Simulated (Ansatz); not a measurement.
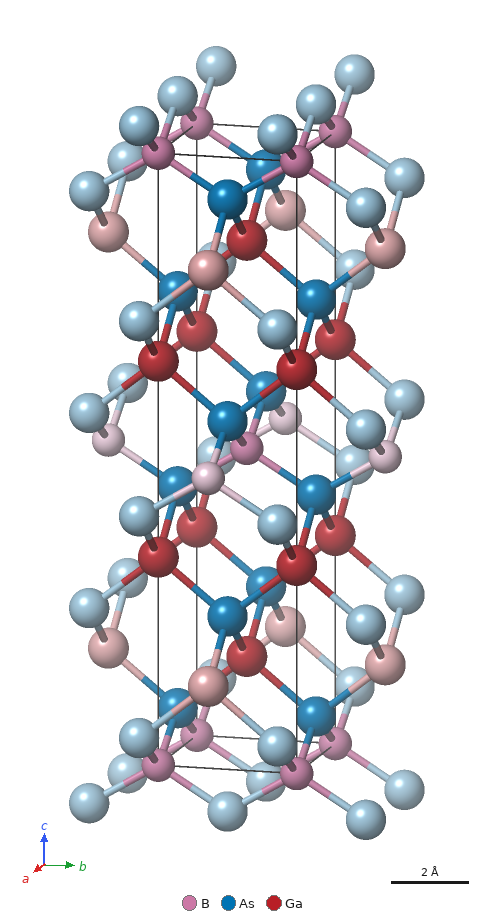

Drawn in the ball-and-stick manner and seen slightly off an axis. The wireframe shows the conventional unit cell. The bonded neighbours beyond the faces are included, in fainter colours.

Ga2BAs3, space group I-4m2 (No. 119), a = 3.772 Å, b = 3.772 Å, c = 16.460 Å, α = 90.00°, β = 90.00°, γ = 90.00°. The structure comes from a structure type filled with these elements by a generator (whether the compound takes this form wasn't checked). Earlier steps of the study, as a rule a relaxation of our own, may have changed the cell and positions, so they can lie some per cent off the listed ones. It was run through Ansatz as a DFT input.

This one geometry was computed with Ansatz (DFT, plane waves, PAW) at five levels of theory: PBE0, r2SCAN, HSE06, PBE with spin-orbit coupling and PBE. It was relaxed beforehand with r2SCAN.

Q: Which level gives the highest pressure at this volume, and what does that say about its equilibrium volume?

A: Highest: PBE with spin-orbit coupling (2.6 GPa) and PBE (2.6 GPa), which points to the largest equilibrium volume. Lowest, with the smallest volume: PBE0 (0.0 GPa), r2SCAN (0.0 GPa) and HSE06 (0.2 GPa). Levels within 0.5 GPa of each other can't be told apart.

Q: How does the band gap change with the level of theory?

A: PBE with spin-orbit coupling: a gap of 0.51 eV, direct; PBE: a gap of 0.61 eV, direct; r2SCAN: a gap of 0.88 eV, direct; HSE06: a gap of 1.28 eV, indirect; PBE0: a gap of 1.93 eV, indirect.

Q: Collect the results in a table.

A:
| level | cutoff (eV) | k-mesh of the run's cell | gap (eV) | pressure (GPa) |
| --- | --- | --- | --- | --- |
| PBE0 | 420 | 6×6×6 | 1.93 | 0.0 |
| r2SCAN | 500 | 10×10×10 | 0.88 | 0.0 |
| HSE06 | 420 | 6×6×6 | 1.28 | 0.2 |
| PBE with spin-orbit coupling | 420 | 10×10×10 | 0.51 | 2.6 |
| PBE | 420 | 10×10×10 | 0.61 | 2.6 |

Gaps are taken on the k-mesh or band path of each run.
